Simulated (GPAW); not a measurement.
# Dielectric function and optical constants of MgS (Niningerite)

Aim: the dielectric function of MgS (Niningerite), and the optical constants that follow from it.

Method: DFT, LDA, plane-wave PAW (GPAW data sets), scalar-relativistic, RPA, optical limit, in GPAW 26.7.0.

### Step 1. Starting point

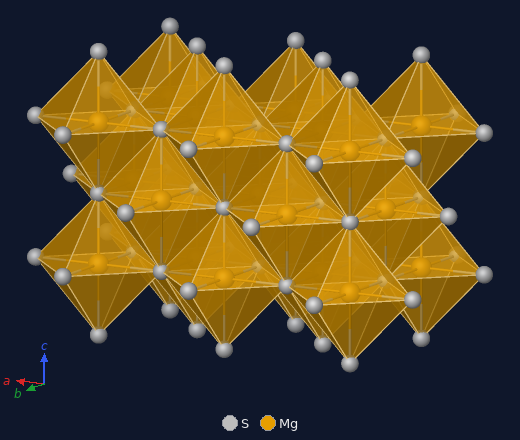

Start, viewed from a free direction; sulfur light grey, magnesium orange. 2×1×1 cells are drawn. This picture shows the conventional cell, with its axes. Some periodic images of atoms are drawn too.

### Step 2. Ground state

First the ground state: is it a metal or has it a gap?

This step: DFT, LDA, plane-wave PAW (GPAW data sets), scalar-relativistic, ground state (GPAW 26.7.0).

Contents of gs.py:

```python
from ase import Atoms
from ase.dft.bandgap import bandgap
from gpaw import GPAW, PW, FermiDirac

atoms = Atoms(['S', 'Mg'],
              cell=[[0.000000000000, 2.601650000000, 2.601650000000],
                    [2.601650000000, 0.000000000000, 2.601650000000],
                    [2.601650000000, 2.601650000000, 0.000000000000]],
              scaled_positions=[[0.500000000000, 0.500000000000, 0.500000000000],
                                [0.000000000000, 0.000000000000, 0.000000000000]],
              pbc=[True, True, True])
atoms.calc = GPAW(mode=PW(400), xc='LDA', kpts={'size': (7, 7, 7), 'gamma': True},
                  occupations=FermiDirac(0.05), maxiter=150, txt='gs.txt')
print('energy (eV)', atoms.get_potential_energy())
print('Fermi level (eV)', atoms.calc.get_fermi_level())
print('valence electrons', atoms.calc.get_number_of_electrons())
print('gap (eV)', bandgap(atoms.calc, output=None)[0])
print('direct gap (eV)', bandgap(atoms.calc, direct=True, output=None)[0])
atoms.calc.write('gs.gpw')
```

The run is started by

```
> OMP_NUM_THREADS=1 python gs.py
```

Contents of nscf.py:

```python
from ase.dft.bandgap import bandgap
from gpaw import GPAW, FermiDirac

calc = GPAW('gs.gpw').fixed_density(kpts={'size': (13, 13, 13), 'gamma': True}, nbands=34, convergence={'bands': 28},
                                    occupations=FermiDirac(0.001), txt='nscf.txt')
print('gap (eV)', bandgap(calc, output=None)[0])
print('direct gap (eV)', bandgap(calc, direct=True, output=None)[0])
print('top band over the Fermi level (eV)', min(calc.get_eigenvalues(kpt=k)[27] for k in range(len(calc.get_ibz_k_points()))) - calc.get_fermi_level())
calc.write('full.gpw', mode='all')
```

Contents of df.py:

```python
from gpaw.response.df import DielectricFunction

df = DielectricFunction('full.gpw', frequencies={'type': 'nonlinear', 'domega0': 0.03, 'omega2': 8},
                        ecut=80,
                        eta=0.1,
                        nbands=28,
                        txt='df.txt')
for direction in ['x']:
    df.get_dielectric_function(xc='RPA', direction=direction, filename=f'df_{direction}.csv')
```

Before running: what should come out for the electronic dielectric constant ε∞, mean over x, y and z (RPA); and main peak of Im epsilon, first axis?

At this level (LDA, RPA) MgS has ε∞ = 5.22 and n = 2.30 at 1550 nm, and Im ε peaks at 6.0 eV. On the mesh the gap is 2.63 eV and the least direct gap 3.49 eV, so on this mesh the band edges lie at different points. Local fields change the static value along x from 6.13 to 5.22 (-15 %).

* electronic dielectric constant ε∞, mean over x, y and z (by symmetry where fewer were run) (RPA): 5.22
* main peak of Im epsilon, first axis: 6.00 eV
* centre of weight of the strongest loss peak in the window, first axis: 17.5 eV

Distinct maxima of Im ε, read by a parabola through the highest points, lie at 5.57 eV (12), 6.00 eV (15), 6.62 eV (8.8) and 8.22 eV (7.4). Excitons and phonon-assisted transitions are missing; LDA gaps are as a rule too small, which pulls the onset down and ε∞ up. The sum runs over mesh points, so small or evenly spaced maxima can still be ripples of the mesh.

[Machine, clock and banner lines and Python warnings are left out of the logs.]

[Logs are printed without paths, hosts, clocks, repeated set-up lines and the standing remarks that a program may print on its own settings, such as how far it seeks lower states.]

[Hosts, paths, dates, database ids (printed as entryN), source tags and the programs' standing remarks are cut or masked in the printed files.]
